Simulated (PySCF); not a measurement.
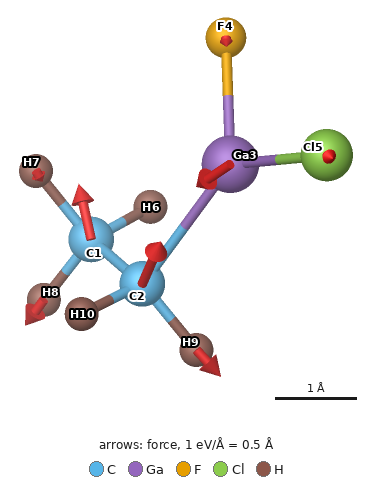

Starting geometry of C$_{2}$H$_{5}$ClFGa with the computed forces as red arrows. Style: ball-and-stick. Shown from a free direction.

The start comes from GFN2-xTB. Its atoms were then displaced at random by about 0.01 Å.

Method: PBE0-D3(BJ)/def2-SVP geometry optimisation, gas phase in PySCF 2.14.0, density-fitted response routines. 

### Is this structure relaxed? If not, where do the atoms go?

It isn't relaxed: the largest force vector, on C2, is 1.91 eV/Å. The final displacements have little in common with the starting forces (cosine between the two patterns 0.19). The largest move after the best rigid fit is that of Cl5, 0.26 Å. Largest moves by element: Cl 0.26 Å, F 0.20 Å, H 0.16 Å, C 0.12 Å, Ga 0.09 Å. Among the contacts that change: C2–Ga3 2.060 → 1.951 Å, C1–C2 1.487 → 1.524 Å, Ga3–Cl5 2.118 → 2.143 Å, C1–H8 1.077 → 1.102 Å. Bond angles that change, for instance: C2–Ga3–Cl5 135.3° → 126.0°, C2–Ga3–F4 113.9° → 121.7°, C1–C2–Ga3 109.7° → 114.8°. Over 7 geometry steps the energy falls by 14.7 kJ/mol. Cost: 44 s on 1 thread of Arm Neoverse V2 (shared host).
